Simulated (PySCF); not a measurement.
```xyz
14

F     1.0915   -1.0099   -0.8590
C    -0.0858   -0.7313   -0.1817
C    -0.0673    0.7085    0.2911
Si    1.3916    1.0782    1.4656
C    -1.2273   -1.0451   -1.1471
Cl   -2.7771   -1.0199   -0.2843
H    -0.1126   -1.4271    0.6664
H    -1.0169    0.9088    0.7862
H    -0.0169    1.3579   -0.5845
H     1.2904    2.4892    1.8399
H     2.6530    0.8085    0.7829
H     1.2513    0.2232    2.6467
H    -1.0993   -2.0399   -1.5759
H    -1.2753   -0.3016   -1.9434
```

Geometry: GFN2-xTB.

The calculation used PySCF 2.14.0, PBE0/def2-SVPD, SCF density, gas phase.

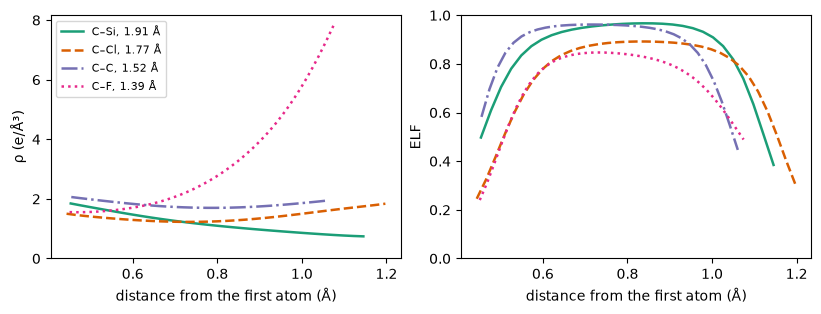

C3H8ClFSi. Total electron density and ELF along straight lines between neighbouring atoms. The curves leave out the atomic cores.

Q: What can be read from the curves?

A: C–Si (1.91 Å): ρ is about 0.91 e/Å³ halfway; the ELF peaks at about 0.95 between the atoms (localised, covalent bonding).
C–Cl (1.77 Å): the density is about 1.3 e/Å³ at the midpoint; the ELF peaks at about 0.90 between the atoms, as expected for a shared electron pair.
C–C (1.52 Å): ρ is about 1.7 e/Å³ halfway; the ELF peaks at about 0.95 between the atoms, as expected for a shared electron pair.
C–F (1.39 Å): ρ is about 2 e/Å³ halfway, with its minimum of 1.6 e/Å³ about 0.5 Å from C; the ELF peaks at about 0.85 between the atoms (a shared but strongly polarised pair).
